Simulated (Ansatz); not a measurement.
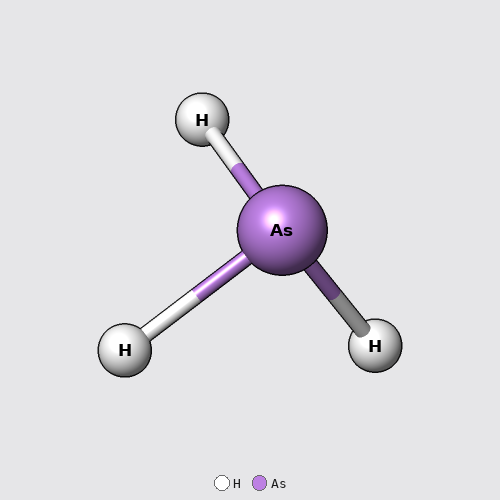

Sticks follow a distance rule. Harmonic vibrations computed with RKS PBE0-D4/def2-TZVP (Ansatz 0.2.0) at a stationary point of the same level.

Q: How many imaginary frequencies does it have?

A: A minimum: no imaginary frequency, and the lowest mode lies at 921 cm⁻¹.

Q: List the wavenumbers.

A: 6 modes: 921, 1018, 1018, 2216, 2229, 2229 cm⁻¹.
